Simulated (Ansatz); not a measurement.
The starting structures come from a database of crystals and need not be the phases stable at ambient conditions.

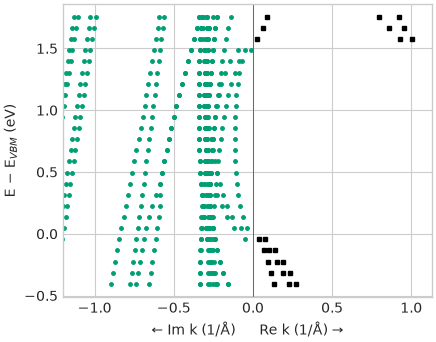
Figure. Complex bands at the centre of the two-dimensional zone; r2SCAN in Ansatz (a program for electronic structure)

No gap correction and no spin-orbit coupling; mid-gap values are interpolated between computed energies.

Q: This is Zn(GaTe2)2 (I-4, not sure to be the ambient phase, 7 atoms a cell, 30.8 Å³ an atom) along the normal of (100). Read off the slowest decay at the centre of the two-dimensional zone at 0.77 eV, the computed energy nearest the middle of the gap.

A: κ ≈ 0.11 1/Å, a decay length 1/(2κ) of the density of 4.4 Å.
